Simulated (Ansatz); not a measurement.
```xyz
11

Al    0.4522   -0.1254    0.1317
Cl   -1.8903   -1.7802    1.0202
C    -0.2824    0.3586   -1.6077
N     0.8317    1.0717    1.3851
H    -0.6508   -2.1821    0.9035
H     0.9868   -1.6136    0.4465
H    -0.7147    1.3721   -1.6085
H     0.4946    0.3308   -2.3903
H    -1.0744   -0.3445   -1.9111
H     1.2848    0.8636    2.2680
H     0.5624    2.0490    1.3626
```

The calculation used RKS PBE0-D4/def2-SVP (Ansatz 0.2.0).

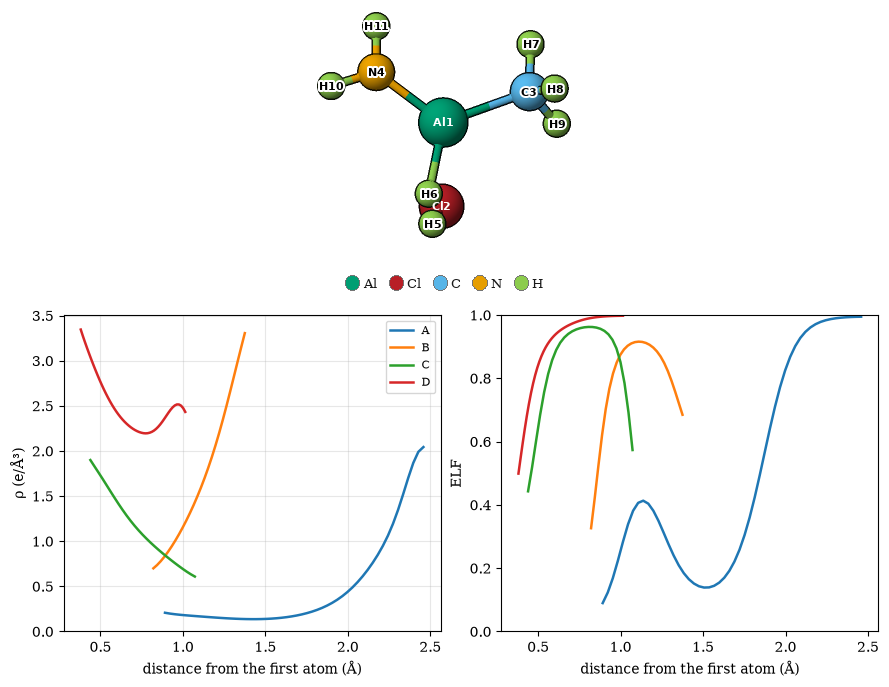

CH6AlN···HCl. Electron density and ELF along straight lines between neighbouring atoms. The curves leave out the atomic cores. The structure is drawn too.

### Which curve belongs to which contact (Al–H, Al–N, C–Al and N–H)? The first atom named is at distance zero.

Curve A: Al1···H5 (2.46 Å): the density falls to about 0.14 e/Å³ on the way; the ELF climbs to about 1 towards the hydrogen. Curve B: Al–N (1.77 Å): ρ is about 0.83 e/Å³ halfway; the ELF peaks at about 0.90 in the valence shell of N, 0.7 Å from its nucleus, and is about 0.60 at the midpoint. Curve C: C–Al (1.95 Å): ρ is about 0.73 e/Å³ halfway; the ELF peaks at about 0.95 between the atoms, as expected for a shared but strongly polarised pair. Curve D: N–H (1.01 Å): the density is about 2.7 e/Å³ at the midpoint; the ELF climbs to about 1 towards the hydrogen; a covalent bond by its length.
